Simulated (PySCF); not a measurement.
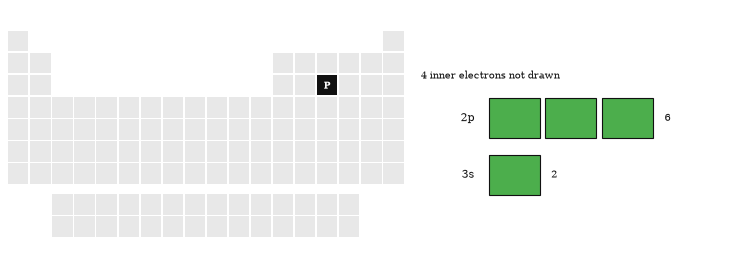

Fig. 1: Left, the place of phosphorus in the periodic table; right, the outer shells of the nominal configuration: a box for each of the 2l + 1 orbitals, shaded by the share of the shell that is filled, with the electron count at the right.

P³⁺: atomic calculation

P³⁺, configuration 1s2 2s2 2p6 3s2, multiplicity 1. Computed at this level: unrestricted B97-3, aug-cc-pVDZ-DK, spin-free X2C-1e, Gaussian nucleus (PySCF).

### Input
```python
from pyscf import gto, scf, dft, mp, cc
import basis_set_exchange as bse
mol = gto.M(atom="P 0 0 0", charge=3, spin=0, symmetry="D2h",
            basis=gto.basis.parse(bse.get_basis("aug-cc-pVDZ-DK", elements=["P"], fmt="nwchem")),
            nucmod="G")
mf = dft.UKS(mol, xc="HYB_GGA_XC_B97_3").sfx2c1e()
mf.irrep_nelec = {'Ag': (3, 3), 'B1u': (1, 1), 'B2u': (1, 1), 'B3u': (1, 1)}
mf.kernel()
```

The script is an equivalent of what the driver set up; the driver started from orbitals of its own, so the log can be shorter than this script's would be, and it computed the properties (radii, ⟨L²⟩, response) afterwards. It held the occupations shell by shell, which the script's counts by irreducible representation don't always enforce.

Hardware: 1 CPU thread, shared host.

### Output (extracts)
```
damping factor = 0
level_shift factor = 0
DIIS = <class 'pyscf.scf.diis.CDIIS'>
diis_start_cycle = 1
diis_space = 10
diis_damp = 0
SCF conv_tol = 1e-09
SCF conv_tol_grad = None
number electrons alpha = 6  beta = 6
XC functionals = HYB_GGA_XC_B97_3
    T. W. Keal and D. J. Tozer.,  J. Chem. Phys. 123, 121103 (2005)
cycle= 1 E= -339.829413928939  delta_E= -0.00123  |g|= 0.00478  |ddm|= 0.367
cycle= 2 E= -339.829420063557  delta_E= -6.13e-06  |g|= 0.000605  |ddm|= 0.0315
cycle= 3 E= -339.829420124626  delta_E= -6.11e-08  |g|= 1.24e-05  |ddm|= 0.00048
cycle= 4 E= -339.829420124711  delta_E= -8.5e-11  |g|= 3.78e-08  |ddm|= 0.000157
converged SCF energy = -339.829420124711  <S^2> = -1.0658141e-14  2S+1 = 1
```

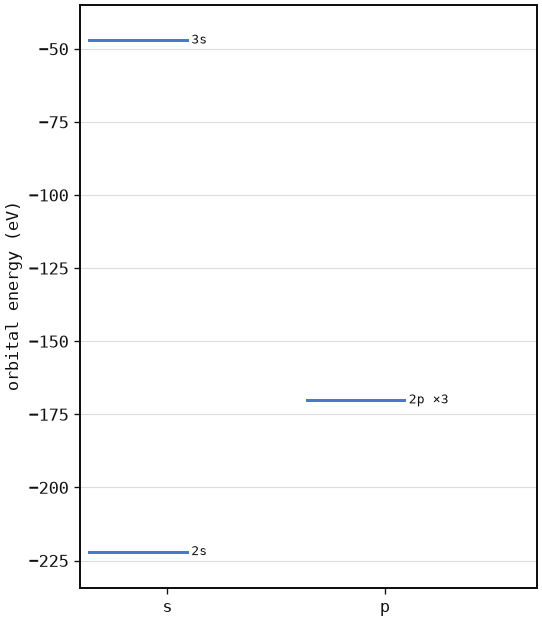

Fig. 2: Orbital energies of the mean field, from the top down to −222.0 eV, by angular momentum; ×n counts the orbitals under one label. The highest filled orbital is 3s at −47.1 eV, the lowest empty one p at −33.9 eV.

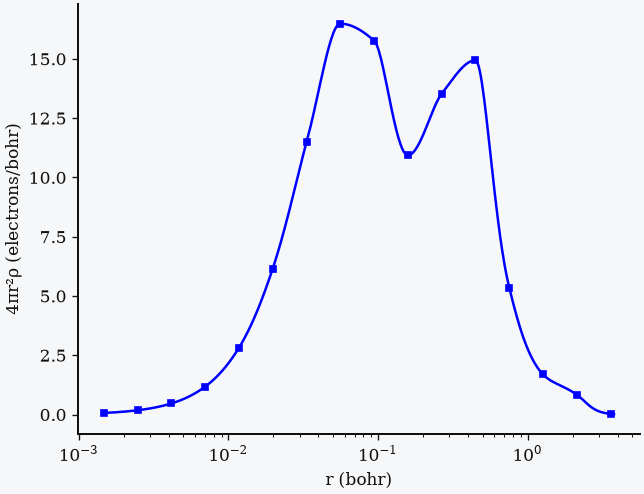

Fig. 3: Spherically averaged radial density 4πr²ρ of the mean field; markers are the stored points, which are sparse, and the line is a monotone interpolation between them. The largest stored value is 16.5 electrons/bohr at r = 0.056 bohr. Root-mean-square radii of the shells: 1s 0.120, 2p 0.540, 2s 0.562, 3s 1.80 bohr.

### Summary

- outcome: converged
- total energy: −339.829420 hartree
- static polarisability: 6.70 bohr³
- C₆ of the like pair: 16.6 hartree bohr⁶
- SCF iterations: 4
- CPU time: 0.56 s (integrals apart)
